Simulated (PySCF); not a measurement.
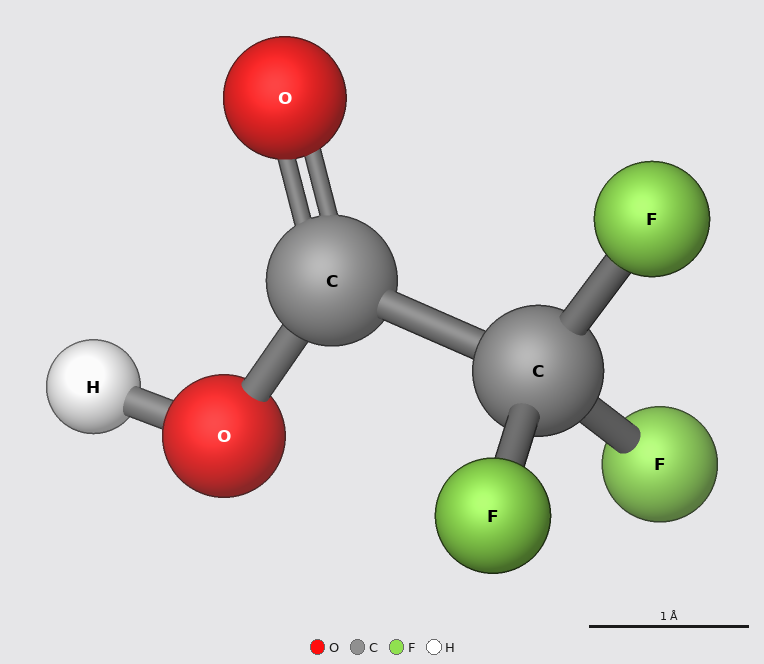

Double and triple bonds are drawn as two and three sticks.

The computed structure is the end point of a GFN2-xTB optimisation. No frequency run is at hand to confirm it as a minimum.

Give the formula.

Answer. C2HF3O2, 8 atoms: 2 carbon, 1 hydrogen, 3 fluorine and 2 oxygen.

Count the bonded pairs by element.

Answer. 3 C–F, 2 C–O, 1 C–C, 1 O–H.

Name some functional groups or characteristic bonds that it holds.

Answer. Among them: carboxylic acid, C–F bond.

Does it have rings?

Answer. It has no ring.

The parts below concern this one geometry. Atoms keep their numbers from picture to picture.

Shape

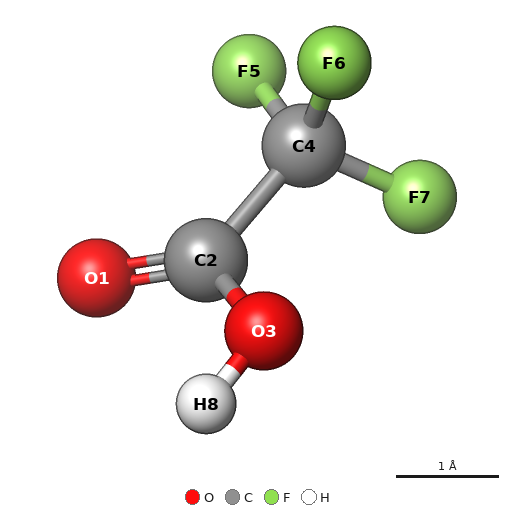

The atoms are numbered. No frequency run is at hand to confirm it as a minimum.

What is the geometry at O3?

Answer. O3 has 2 neighbours (C2 at 1.32, H8 at 0.97 Å); the arrangement is bent.

What is the geometry at C2?

Answer. C2 has 3 neighbours (O1 at 1.19, O3 at 1.32, C4 at 1.56 Å); the arrangement is trigonal planar.

Describe the coordination of atom 4.

Answer. C4 has 4 neighbours (C2 at 1.56, F5 at 1.33, F6 at 1.34, F7 at 1.34 Å); the arrangement is tetrahedral.

What is the dihedral angle O1–C2–C4–F7?

Answer. 120° in size, that is anticlinal.

NMR shielding

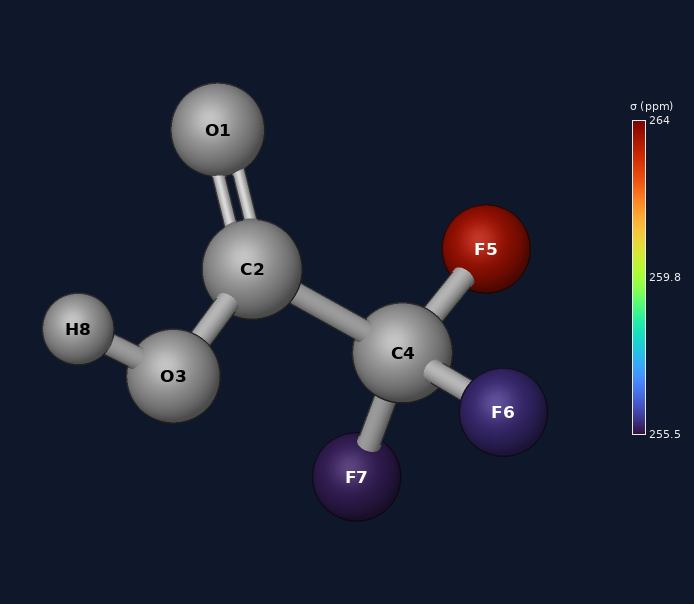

Atoms are coloured by their isotropic NMR shieldings (F only, the others grey). No frequency run is at hand to confirm it as a minimum. Level of theory: GIAO PBE0/pcSseg-1 NMR shielding, non-relativistic, gas phase (PySCF 2.14.0).

Give the isotropic NMR shieldings of the F atoms atom by atom.

| atom | σ (ppm) |
| --- | --- |
| F5 | 263.6 |
| F6 | 255.8 |
| F7 | 255.7 |

Excitation

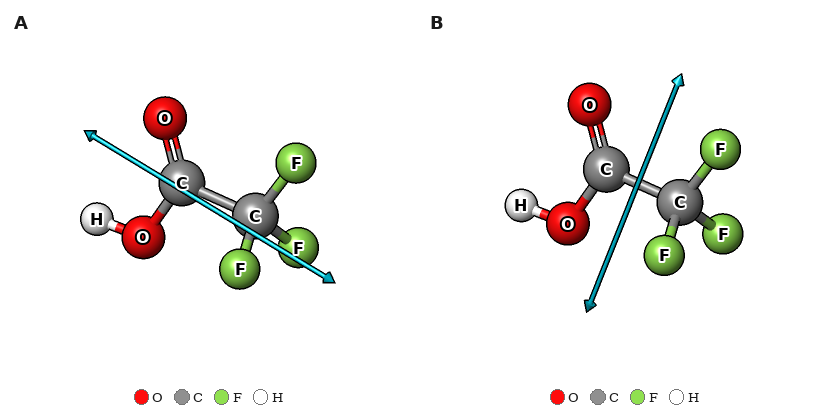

The double arrows show the directions of two transition dipoles from the ground state (lengths mean nothing). No frequency run is at hand to confirm it as a minimum. Level of theory: TDDFT PBE0/def2-SVPD, vertical, gas phase, core orbitals frozen in the response (PySCF 2.14.0).

One belongs to singlet state 2 and one to singlet state 3. Which is which?

Answer. A: state 2, 7.95 eV (156 nm), oscillator strength 0.036, mainly HOMO → LUMO+1 (weight 0.80).
B: state 3, 8.68 eV (143 nm), oscillator strength 0.19, mainly HOMO−1 → LUMO (weight 0.72).

Quadrupole coupling

No frequency run is at hand to confirm it as a minimum. Electric field gradients from the ground-state density, PBE0/pcSseg-1 (PySCF 2.14.0), non-relativistic apart from any core potentials.

Give the largest field-gradient component, the quadrupole coupling constant and the asymmetry for 17O at O1 (Q = −25.6 mb), 17O at O3 (Q = −25.6 mb), 2H at H8 (Q = 2.86 mb).

```csv
atom,V_zz (a.u.),e²qQ/h (MHz),η
O1,−1.646,9.90,0.30
O3,1.643,−9.88,0.39
H8,0.422,0.284,0.09
```

Charges

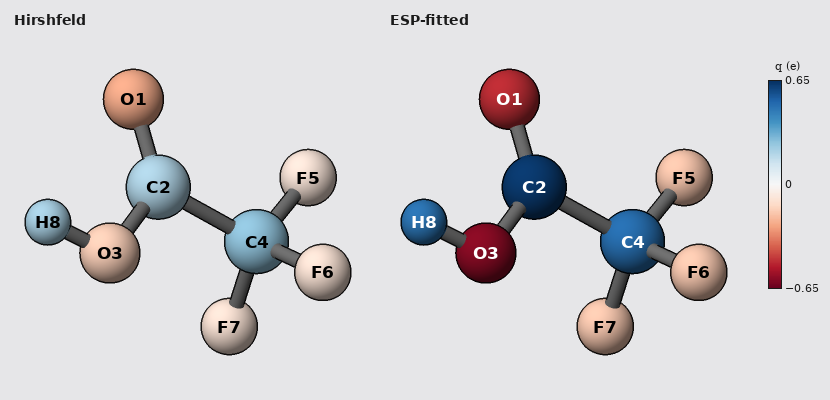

Atomic charges of one calculation by 2 schemes, on one colour scale. No frequency run is at hand to confirm it as a minimum. Level of theory: PBE0/pcSseg-1 (PySCF 2.14.0).

Which scheme gives the most polar picture (largest mean size of the charges)?

Answer. The ESP-fitted charges are the largest in size here.

On which atom do the schemes disagree most?

Answer. On C2 (from 0.20 to 0.62 e); O3 (from −0.59 to −0.16 e).

List the charges (e), one line for each set of equivalent atoms.

```
  atom  Hirshfeld  ESP-fitted
    O1      −0.24       −0.48
    C2       0.20        0.62
    O3      −0.16       −0.59
    C4       0.26        0.49
    F5      −0.08       −0.18
F6, F7      −0.09       −0.17
    H8       0.21        0.47
```
